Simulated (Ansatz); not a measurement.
**BClFO− (SMILES [O-]B(F)Cl): energies and forces away from the minimum**

How good are functionals off equilibrium? 2 randomly displaced structures are computed with CCSD(T) and cheaper methods.

Program: Ansatz 0.2.0, Gaussian basis. Level of theory: single points with forces in def2-TZVPPD. These are calculated values, not measurements.

Levels: PBE-D4, r2SCAN-D4, PBE0-D4, wB97M-V, Hartree-Fock, MP2, CCSD, CCSD(T). Each coordinate is moved by a Gaussian draw of the width named (0.7 of it for atoms other than hydrogen): 0.06, 0.06 Å.

Cores are frozen in the correlated methods.

13 further runs of the same task are left out: 13 set aside as unsound or not needed.

### Step 1. Where the work starts

The minimum, relaxed at PBE0-D4: SMILES `[O-]B(F)Cl`, 4 atoms, charge -1, spin multiplicity 1.

Atoms are counted from 1 here; the program's logs count them from 0.

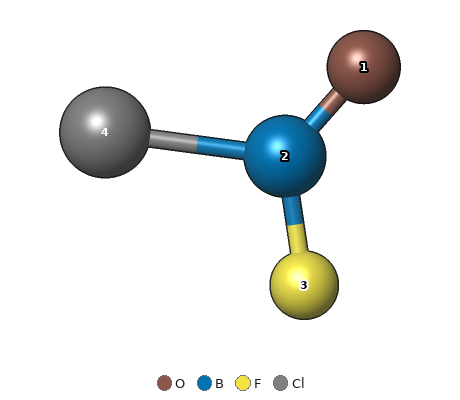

Start geometry, drawn with oxygen brown, boron blue, fluorine yellow, chlorine grey; atoms are numbered from 1 in the order of the file.

As a file:

```xyz
4

O    -0.3286   -1.2749   -0.5755
B    -0.1418   -0.1197   -0.1168
F    -0.9209    1.0105   -0.2120
Cl    1.3913    0.3840    0.9043
```

Energies of the minimum (eV), from earlier single points: PBE-D4 -17960.62944, r2SCAN-D4 -17968.01375, PBE0-D4 -17961.54132, B3LYP-D4 -17972.05061, wB97M-V -17969.45024, CCSD(T) -17948.84902.

### Step 2. Structure 1, width 0.06 Å

Contents of ccsdt-tzvppd/in.yaml:

```yaml
crystal:
  periodic: [false, false, false]
  atoms:
    - {symbol: O, position_ang: [-0.296175, -1.264698, -0.627038]}
    - {symbol: B, position_ang: [-0.142209, -0.096164, -0.074709]}
    - {symbol: F, position_ang: [-1.015504, 1.022702, -0.254446]}
    - {symbol: Cl, position_ang: [1.443789, 0.369913, 0.871920]}
basis:
  gaussian: {orbitals: "def2-TZVPPD.json"}
total_charge: -1
correlation: {method: ccsd_t}
output: {forces: true}
```

The basis file named in the input lies beside it (Basis Set Exchange, JSON).

The command line of these runs was not kept.

Output:

```text
Functional definition: HF
  name "HF"
  cite "Fock, Z. Phys. 61, 126 (1930) doi:10.1007/BF01340294"
  parent pbe
  exchange = exact_x
  correlation = 0
1038 factors; integrals over basis functions are off by at most 1.4e-3 eV
mean field evaluation 1: about -17922.9628 eV, gradient 3.6e1 eV
mean field evaluation 2: about -17923.0566 eV, gradient 3.6e1 eV
mean field evaluation 4: about -17925.9433 eV, gradient 3.1e0 eV
mean field evaluation 8: about -17925.9899 eV, gradient 3.9e-1 eV
mean field evaluation 16: about -17925.9911 eV, gradient 1.6e-6 eV
mean field -17925.99114080 eV, -658.7680237513 hartree, gradient 1.6e-6 eV, S^2 0.000000; 0 other end points of the search recorded, 0 dependent functions left out
8 core orbitals not correlated: weight in the atoms' cores, before any rotation towards them, 1.000 or more for the frozen orbitals, at most 0.000 for the correlated occupied ones
reference -17925.99114080 eV, -658.7680237513 hartree; 12, 12 occupied and 148, 148 virtual orbitals, 1038 factors
second order -21.54411472 eV of doubles, -0.00000000 eV of singles
cycle   1  -21.22263856 eV  change    3.2e-1 eV  update   1.1e-1
cycle   2  -21.70832253 eV  change   -4.9e-1 eV  update   3.7e-2
cycle   3  -21.83808918 eV  change   -1.3e-1 eV  update   1.8e-2
cycle   4  -21.82433510 eV  change    1.4e-2 eV  update   4.9e-3
cycle   5  -21.81910831 eV  change    5.2e-3 eV  update   2.3e-3
cycle   6  -21.82020396 eV  change   -1.1e-3 eV  update   8.3e-4
cycle   7  -21.82047857 eV  change   -2.7e-4 eV  update   3.3e-4
cycle   8  -21.82029316 eV  change    1.9e-4 eV  update   1.4e-4
cycle   9  -21.82025616 eV  change    3.7e-5 eV  update   5.3e-5
cycle  10  -21.82033284 eV  change   -7.7e-5 eV  update   2.3e-5
cycle  11  -21.82029569 eV  change    3.7e-5 eV  update   1.0e-5
cycle  12  -21.82029152 eV  change    4.2e-6 eV  update   4.0e-6
perturbative correction -0.89729042 eV, -0.0329748149 hartree
the calculation of the forces begins
working
Total energy: -17948.70872274 eV, -659.6028794890 hartree
Atom 0 at    -0.296175    -1.264698    -0.627038 Å, force     0.166910     1.654837     1.129130 eV/Å
Atom 1 at    -0.142209    -0.096164    -0.074709 Å, force    -0.722769    -1.011770    -1.773000 eV/Å
Atom 2 at    -1.015504     1.022702    -0.254446 Å, force     1.142059    -0.847497     0.691135 eV/Å
Atom 3 at     1.443789     0.369913     0.871920 Å, force    -0.586200     0.204431    -0.047265 eV/Å
Dipole moment:     0.238456     0.509242     0.333704 e Å
```

It took 2.4 min on 2 threads, shared host; peak memory 2.5 GiB.

The other levels were run on the same coordinates; their logs were not kept, and their results stand in the tables.

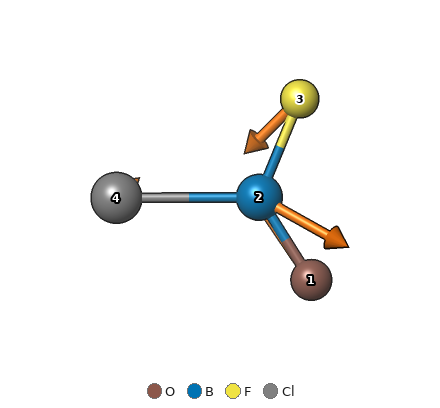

Forces at CCSD(T); the longest arrow is 2.17 eV/Å.

```csv
method,RMS force component (eV/Å),RMS error against CCSD(T) (eV/Å),angle to CCSD(T) forces (°)
PBE-D4,0.850,0.182,7.7
r2SCAN-D4,1.087,0.126,4.0
PBE0-D4,1.188,0.227,5.2
wB97M-V,1.151,0.208,6.7
CCSD(T),0.984,reference,reference
```

### Step 3. Structure 2, width 0.06 Å

Contents of ccsdt-tzvppd/in.yaml:

```yaml
crystal:
  periodic: [false, false, false]
  atoms:
    - {symbol: O, position_ang: [-0.298801, -1.288308, -0.611821]}
    - {symbol: B, position_ang: [-0.177984, -0.213084, -0.092997]}
    - {symbol: F, position_ang: [-0.955534, 1.069370, -0.218490]}
    - {symbol: Cl, position_ang: [1.456663, 0.396700, 0.875158]}
basis:
  gaussian: {orbitals: "def2-TZVPPD.json"}
total_charge: -1
correlation: {method: ccsd_t}
output: {forces: true}
```

Output:

```text
[... 6 set-up lines as earlier in the session ...]
1039 factors; integrals over basis functions are off by at most 1.1e-3 eV
mean field evaluation 1: about -17923.1136 eV, gradient 3.5e1 eV
mean field evaluation 2: about -17923.2095 eV, gradient 3.5e1 eV
mean field evaluation 4: about -17925.7981 eV, gradient 3.0e0 eV
mean field evaluation 8: about -17925.8431 eV, gradient 3.7e-1 eV
mean field evaluation 16: about -17925.8440 eV, gradient 1.0e-6 eV
mean field -17925.84396225 eV, -658.7626150394 hartree, gradient 1.0e-6 eV, S^2 0.000000; 0 other end points of the search recorded, 0 dependent functions left out
8 core orbitals not correlated: weight in the atoms' cores, before any rotation towards them, 1.000 or more for the frozen orbitals, at most 0.000 for the correlated occupied ones
reference -17925.84396225 eV, -658.7626150394 hartree; 12, 12 occupied and 148, 148 virtual orbitals, 1039 factors
second order -21.42004513 eV of doubles, -0.00000000 eV of singles
cycle   1  -21.15642929 eV  change    2.6e-1 eV  update   1.1e-1
cycle   2  -21.62469184 eV  change   -4.7e-1 eV  update   3.3e-2
cycle   3  -21.74454704 eV  change   -1.2e-1 eV  update   1.6e-2
cycle   4  -21.72850700 eV  change    1.6e-2 eV  update   3.7e-3
cycle   5  -21.72545687 eV  change    3.1e-3 eV  update   1.5e-3
cycle   6  -21.72640151 eV  change   -9.4e-4 eV  update   4.9e-4
cycle   7  -21.72640275 eV  change   -1.2e-6 eV  update   1.8e-4
cycle   8  -21.72627737 eV  change    1.3e-4 eV  update   7.1e-5
cycle   9  -21.72627254 eV  change    4.8e-6 eV  update   2.6e-5
cycle  10  -21.72630508 eV  change   -3.3e-5 eV  update   1.1e-5
cycle  11  -21.72628341 eV  change    2.2e-5 eV  update   5.2e-6
perturbative correction -0.87875569 eV, -0.0322936759 hartree
the calculation of the forces begins
working
Total energy: -17948.44900135 eV, -659.5933349041 hartree
Atom 0 at    -0.298801    -1.288308    -0.611821 Å, force    -0.816739    -3.966678    -1.549264 eV/Å
Atom 1 at    -0.177984    -0.213084    -0.092997 Å, force     0.488833     6.616946     1.346079 eV/Å
Atom 2 at    -0.955534     1.069370    -0.218490 Å, force     1.067894    -2.342048     0.392177 eV/Å
Atom 3 at     1.456663     0.396700     0.875158 Å, force    -0.739989    -0.308220    -0.188992 eV/Å
Dipole moment:     0.123417     0.299584     0.218345 e Å
```

Wall time 2.3 min (2 threads, shared host); peak memory 2.5 GiB.

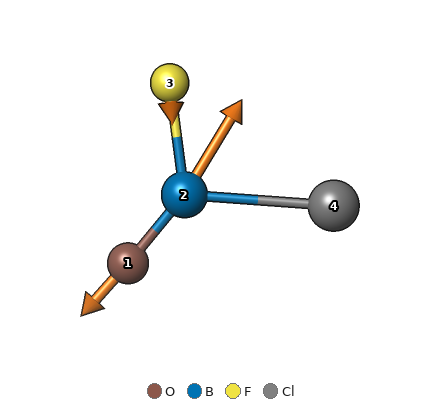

Forces at CCSD(T); the longest arrow is 6.77 eV/Å.

```csv
method,RMS force component (eV/Å),RMS error against CCSD(T) (eV/Å),angle to CCSD(T) forces (°)
PBE-D4,2.369,0.197,4.3
r2SCAN-D4,2.271,0.194,1.7
PBE0-D4,2.215,0.286,4.0
wB97M-V,2.192,0.279,2.5
CCSD(T),2.451,reference,reference
```

### Step 4. All structures together

Energy above the minimum (eV):

```csv
structure,width (Å),PBE-D4,r2SCAN-D4,PBE0-D4,wB97M-V,Hartree-Fock,MP2,CCSD,CCSD(T)
1,0.06,0.099,0.157,0.177,0.162,0.281,0.133,0.168,0.140
2,0.06,0.333,0.373,0.386,0.358,0.428,0.404,0.410,0.400
```

What each level costs and misses (shared host):

```csv
method,mean energy error from CCSD(T) (eV),mean time a point
PBE-D4,0.054,1.2 s
r2SCAN-D4,0.022,2 s
PBE0-D4,0.025,1.8 s
wB97M-V,0.032,4.3 s
Hartree-Fock,0.084,part of the CCSD(T) run
MP2,0.006,part of the CCSD(T) run
CCSD,0.019,part of the CCSD(T) run
CCSD(T),0,2.3 min
```

For cost: r2SCAN-D4 comes within 0.022 eV at 2 s a point, where CCSD(T) needs 2.3 min.

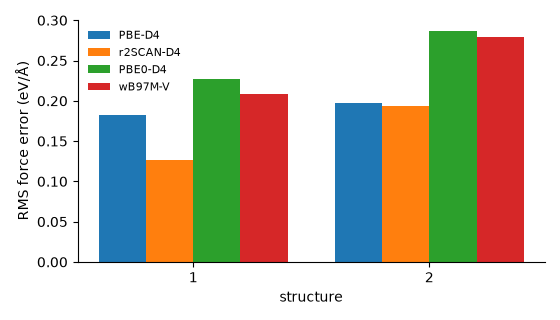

Force errors against CCSD(T).

### Step 5. Summary of results

| quantity | value |
| --- | --- |
| energy above the minimum, CCSD(T) | 0.140, 0.400 eV |
| mean energy error | PBE-D4 0.054, r2SCAN-D4 0.022, PBE0-D4 0.025, wB97M-V 0.032, Hartree-Fock 0.084, MP2 0.006, CCSD 0.019 eV |
| mean RMS force error | PBE-D4 0.189, r2SCAN-D4 0.160, PBE0-D4 0.256, wB97M-V 0.244 eV/Å |
| largest T1 diagnostic | 0.015 |

**Reading.** In energy MP2 is nearest to CCSD(T) and Hartree-Fock farthest. For forces r2SCAN-D4 is best, off by 9 % of the typical force, and PBE0-D4 worst (15 %); with few structures and a triple-zeta reference, gaps of a few points rank nothing.
